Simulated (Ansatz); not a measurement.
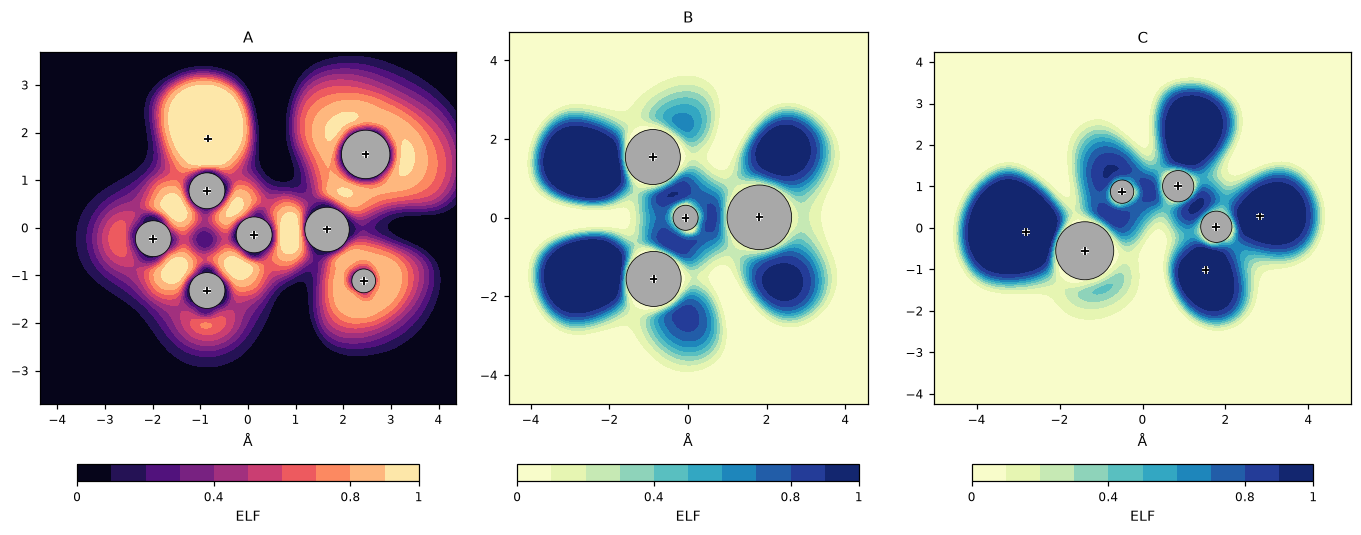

The electron localisation function of 3 systems, each on a plane through atoms (crosses mark nuclei in the plane; grey discs cover the cores).

Method: isolated molecule in a Gaussian basis; Kohn-Sham density functional theory, functional PBE0 in Ansatz 0.2.0.

System 1: GeH₉NSi₂ (SMILES [SiH3][N]([SiH3])[GeH3]), the plane of atoms Ge1, N2 and Si4. Geometry: B3LYP/def2-SVP.

```yaml
atoms:
  - { symbol: Ge, position_ang: [2.4679, 0.0931, 1.3371] }
  - { symbol: N, position_ang: [0.8182, 0.7851, 0.7730] }
  - { symbol: Si, position_ang: [-0.1052, 1.7456, 1.9160] }
  - { symbol: Si, position_ang: [0.3278, 0.4933, -0.8872] }
  - { symbol: H, position_ang: [0.4615, 3.1167, 2.1047] }
  - { symbol: H, position_ang: [-0.1051, 1.0816, 3.2548] }
  - { symbol: H, position_ang: [-1.5069, 1.8777, 1.4273] }
  - { symbol: H, position_ang: [1.0902, 1.3281, -1.8663] }
  - { symbol: H, position_ang: [0.5678, -0.9373, -1.2468] }
  - { symbol: H, position_ang: [-1.1229, 0.8037, -1.0306] }
  - { symbol: H, position_ang: [3.3927, 0.0092, 0.1059] }
  - { symbol: H, position_ang: [2.2763, -1.3096, 1.9517] }
  - { symbol: H, position_ang: [3.0527, 1.0558, 2.3905] }
```

System 2: C₄H₅BClF (SMILES FB(Cl)C1=CCC1), the plane of atoms C1, B5 and F7. Geometry: B3LYP-D3(BJ)/def2-SVP.

```xyz
12

C    -1.8999   -0.4073    0.4761
C    -0.8964    0.4471    0.1568
C    -0.0304   -0.5996   -0.5031
C    -1.1764   -1.6060   -0.1450
B    -3.2441   -0.2152    1.1914
Cl   -3.7534    1.3728    1.7892
F    -4.0713   -1.2318    1.3865
H    -0.7669    1.5210    0.3231
H     0.1529   -0.4540   -1.5813
H     0.9395   -0.7917   -0.0133
H    -1.6806   -2.0656   -1.0103
H    -0.8929   -2.4040    0.5600
```

System 3: C₂H₅BrOSi, the plane of atoms O4, Si5 and H10. Geometry: PBE-D3(BJ)/def2-SVP.

```xyz
10

C    -1.3004   -1.0427    3.7320
C    -0.4192   -0.1001    4.1106
Br    0.1217   -0.2224    0.2361
O     0.1370    0.8686    3.3226
Si   -0.3418    1.3364    1.7760
H    -1.6715   -1.7594    4.4772
H    -1.6559   -1.1459    2.6951
H    -0.0455   -0.0289    5.1464
H    -1.8203    1.5787    1.7492
H     0.4750    2.5478    1.4779
```

Q: Match each panel to its system.

A: Panel A is system 2, C₄H₅BClF: the plane holds C, B, Cl, F and H. B–F (1.33 Å): the ELF peaks at about 0.85 between the atoms; a polar covalent bond. Panel B is system 1, GeH₉NSi₂: the plane holds Ge, N and Si. Si–N (1.76 Å): the ELF peaks at about 0.90 between the atoms: a polar covalent bond. Panel C is system 3, C₂H₅BrOSi: the plane holds C, O, Si and H. C–C (1.34 Å): the ELF peaks at about 0.90 between the atoms: a short, multiple covalent bond.
